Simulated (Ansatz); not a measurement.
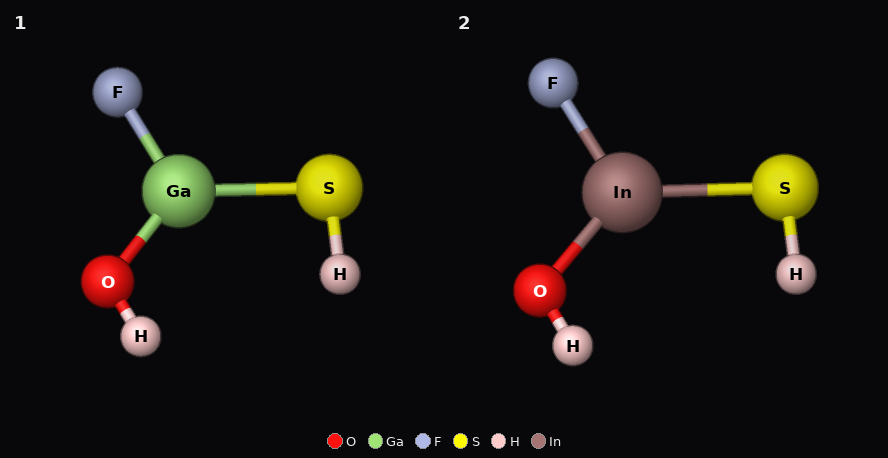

2 molecules with one skeleton, seen from the same side and at one scale. Each species is neutral and a spin singlet. Computed geometries: PBE0-D4/def2-TZVP optimisations, one conformation each. Properties computed with Ansatz 0.2.0. Elements past Kr carry core potentials.

One atom differs, called X below: Ga in panel 1, In in panel 2. Their formulas are FGaH2OS (`[OH][Ga]([F])[SH]`), FH2InOS (`[OH][In]([F])[SH]`).

In which is the length of X–F larger (PBE0-D4/def2-TZVP)?

Answer. In panel 2 (X = In).

In which is the length of X–S larger (PBE0-D4/def2-TZVP)?

Answer. In panel 2 (X = In).

Give the values. With PBE0-D4/def2-TZVP: length of X–F (Å), length of X–O (Å), length of X–S (Å), angle O–X–F (°). With revPBE-D4/def2-TZVPP: HOMO energy (Kohn–Sham orbital) (eV), HOMO–LUMO gap (eV). With r2SCAN-D4/def2-TZVPP: dipole moment (D).

```
                            quantity  1 (Ga)  2 (In)   2 − 1
                   length of X–F (Å)   1.741   1.936  +0.195
                   length of X–O (Å)   1.769   1.966  +0.197
                   length of X–S (Å)   2.180   2.357  +0.177
                     angle O–X–F (°)   114.2   111.9    −2.3
HOMO energy (Kohn–Sham orbital) (eV)   −6.91   −6.84   +0.07
                  HOMO–LUMO gap (eV)    4.85    3.86   −0.99
                   dipole moment (D)    3.46    3.82   +0.36
```
